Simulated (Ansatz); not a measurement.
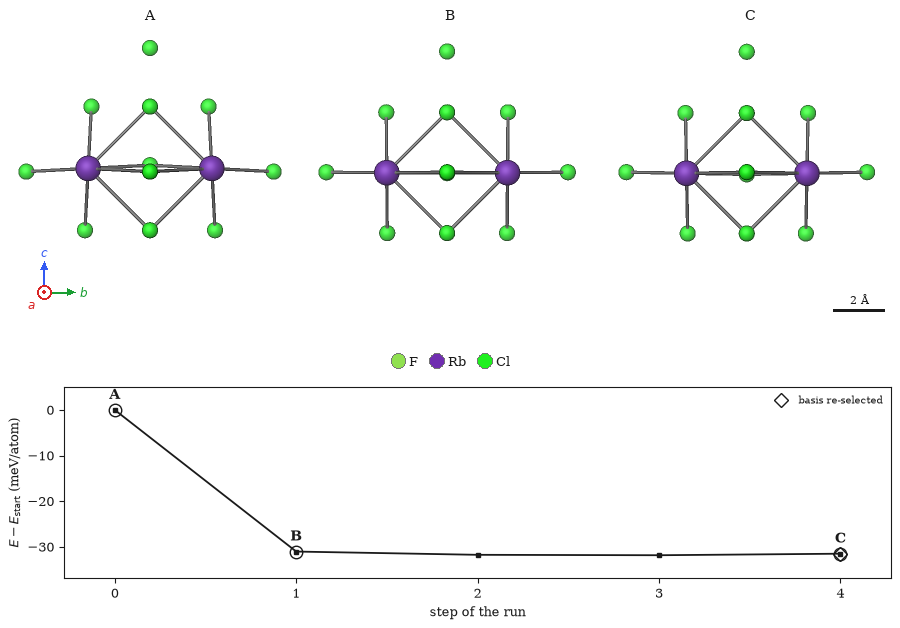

Frames of a relaxation of solid Rb2Cl6F (a generated structure, set up in Fm-3m), marked on the history of the run. A ball-and-stick model of the atoms within 5.0 Å of the atom that moves most (axes of the conventional cell (4 times the calculation's cell)), seen along the a axis. Lengths and directions refer to the drawn axes.

The start is a swapped structure.

Theory: DFT, PAW plane waves, r2SCAN in Ansatz 0.2.0. Set-up: plane-wave cutoff 500 eV; k-point mesh 6 × 6 × 6; occupations gaussian; smearing width 0.1618 eV; no spin polarisation; cell and atoms relaxed; force threshold 0.03 eV/Å; at most 40 steps.

Q: What happens along the run?

A: The largest moves relative to the cell, 0.17 Å, are those of Cl atoms. Rb and F stay in place. Cell: a = b = c 9.888 → 9.628 Å (−2.6 %). Volume −7.7 %. Some distances before and after: Cl–Rb 3.498 → 3.404 Å. Bond angles that change, for instance: Rb–Cl–Rb 175.8° → 178.5°. The space group stays Fm-3m (No. 225). Over 3 accepted moves (4 points after the start) the energy falls by 31.5 meV per atom. Largest force component: 0.49 eV/Å at the start, 0.00021 eV/Å at the end. The pressure goes from −0.18 to 0.00 GPa. The SCF was repeated once at an unchanged geometry on a basis and grid sized afresh for the cell, which shifted the energy by 0.3 meV per atom at most. The run took roughly 2.9 core-minutes on a shared host. From step 0 to 1: Cl atoms move most (0.14 Å), volume −6.8 %, energy −31.0 meV per atom. From step 1 to 4: Cl atoms move most (0.03 Å), volume −0.9 %, energy −0.5 meV per atom.

Limits of the set-up: an odd number of electrons was run without spin polarisation, which fails if the electron would localise.
